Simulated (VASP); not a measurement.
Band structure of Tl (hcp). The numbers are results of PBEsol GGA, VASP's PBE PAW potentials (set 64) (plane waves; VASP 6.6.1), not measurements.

Unless said otherwise, spin-orbit coupling is left out, though it shifts the bands of the heavy elements here.

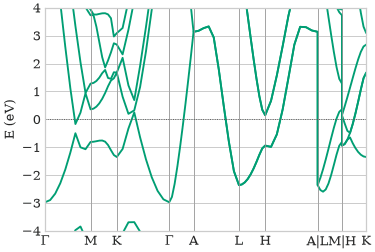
Fig. 1. Bands along high-symmetry lines, zero at the valence-band maximum or, without a gap, the Fermi level

### Question
Read the plot: is there a gap, and where are the band edges?

### Answer
It has no gap at this level: it comes out as a metal or semimetal. (Edges off the drawn lines would not show.)

The compound is Tl in the hcp structure. It was relaxed first.
